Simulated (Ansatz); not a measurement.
**C2H6Si: ionisation energy by level of theory**

Aim: the vertical ionisation energy of C2H6Si, as cation minus neutral at the neutral's geometry, on several levels, and how well −ε(HOMO) stands in for it.

Program: Ansatz 0.2.0, Gaussian basis. Level of theory: unrestricted cation, the program's frozen cores in correlated methods. These are calculated values, not measurements.

The runs, in order: UKS PBE-D4/def2-TZVPP; UKS r2SCAN-D4/def2-TZVPP; UKS PBE0-D4/def2-TZVPP; UKS B3LYP-D4/def2-TZVPP; UKS wB97X-V/def2-TZVPP; UKS wB97M-V/def2-TZVPP; UKS B2PLYP/def2-TZVPP; UHF-CCSD(T)/def2-TZVPP; UHF-MP2/def2-QZVPP; extrapolation to the limit; then −ε(HOMO) from the neutral's earlier runs with LDA (SPW92), PBE-D4, revPBE-D4, BLYP-D4, r2SCAN-D4, B97M-V, PBE0-D4, B3LYP-D4, r2SCANh-D4, r2SCAN0-D4, HSE06-D4, BHLYP-D4, CAM-B3LYP-D4, LC-ωPBE, ωB97X-V, ωB97M-V.

**1. The geometry**

All runs share one geometry, relaxed beforehand with PBE0-D4 in a triple-zeta def2 set.

SMILES `C1C[SiH2]1`, 9 atoms, charge 0, spin multiplicity 1.

Atoms are counted from 1 here; the program's logs count them from 0.

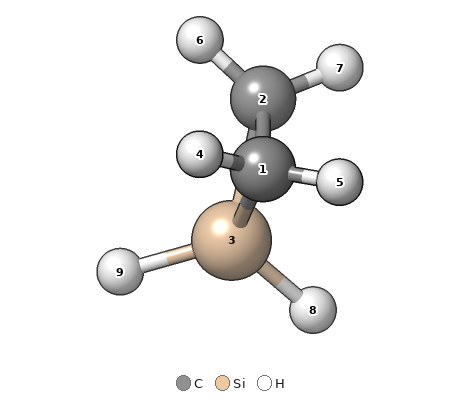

The structure; carbon grey, silicon light orange, hydrogen white; atoms are numbered from 1 in the order of the file.

As a file:

```tsv
atom	x (Å)	y (Å)	z (Å)
C1	-0.24548	-0.16630	-0.91597
C2	0.97227	-0.00772	0.01755
Si3	-0.66697	0.15155	0.85437
H4	-0.40870	-1.15584	-1.32994
H5	-0.39805	0.62222	-1.64547
H6	1.56774	-0.89881	0.18665
H7	1.57981	0.87893	-0.13054
H8	-1.14890	1.49041	1.25448
H9	-1.16322	-0.96082	1.69177
```

**2. Cation, UKS PBE-D4/def2-TZVPP**

File in.yaml:

```yaml
crystal:
  periodic: [false, false, false]
  atoms:
    - {symbol: C, position_ang: [-0.245478, -0.166303, -0.915968]}
    - {symbol: C, position_ang: [0.972272, -0.007723, 0.017554]}
    - {symbol: Si, position_ang: [-0.666974, 0.151549, 0.854371]}
    - {symbol: H, position_ang: [-0.408704, -1.155840, -1.329937]}
    - {symbol: H, position_ang: [-0.398047, 0.622216, -1.645474]}
    - {symbol: H, position_ang: [1.567738, -0.898812, 0.186652]}
    - {symbol: H, position_ang: [1.579810, 0.878930, -0.130543]}
    - {symbol: H, position_ang: [-1.148896, 1.490408, 1.254478]}
    - {symbol: H, position_ang: [-1.163219, -0.960823, 1.691768]}
basis:
  gaussian: {orbitals: def2-TZVPP}
total_charge: 1
magnetization: {spin_polarized: true, initial_magnetization: 1}
hamiltonian: {xc: pbe, dispersion: d4}
```

Started as:

```sh
$ ansatz run in.yaml --threads 2 --pin off --events-out ev --progress --plain --max-ram 4352MiB
```

Further steps of the session: Cation, UKS r2SCAN-D4/def2-TZVPP; Cation, UKS PBE0-D4/def2-TZVPP; Cation, UKS B3LYP-D4/def2-TZVPP; Cation, UKS wB97X-V/def2-TZVPP; Cation, UKS wB97M-V/def2-TZVPP; Cation, UKS B2PLYP (frozen core)/def2-TZVPP; Cation, UHF-CCSD(T)/def2-TZVPP; Cation, UHF-MP2/def2-QZVPP.

**Question.** What will the summary of the whole plan be? Wanted: ionisation energy, CCSD(T)/CBS; nearest functional by difference; nearest −ε(HOMO); −ε(HOMO) of PBE; T1 of the cation.

**Answer**, as computed:

| quantity | value |
| --- | --- |
| ionisation energy, CCSD(T)/CBS | 9.30 eV |
| nearest functional by difference | B3LYP-D4 (-0.12 eV) |
| nearest −ε(HOMO) | ωB97X-V (-0.08 eV) |
| −ε(HOMO) of PBE | 5.81 eV |
| T1 of the cation | 0.012 |

What this shows: Energy differences with functionals land within 0.24 eV of the reference. The PBE orbital energy is 3.5 eV too small: a semilocal HOMO is no ionisation energy. Among orbital estimates ωB97X-V comes nearest. Hartree-Fock falls 1.11 eV short, as the neutral has more correlation energy than the cation.
